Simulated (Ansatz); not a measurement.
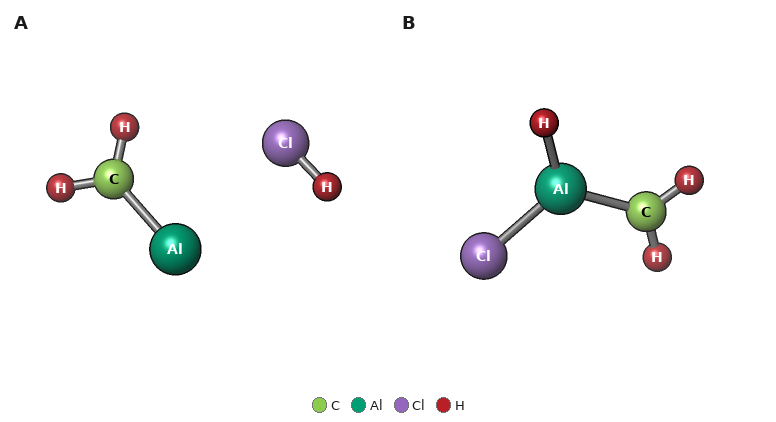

2 stationary structures of one formula. Charge 0, doublet. Geometries: PBE0-D4/def2-TZVP. Electronic energies: UHF-CCSD(T) (frozen core)/def2-TZVPP (Ansatz 0.2.0), without zero-point energy. No frequency run is at hand to confirm each as a minimum.

Which structure is the most stable?

Answer. B is lowest (Cs); A lies 62.1 kcal/mol above it.
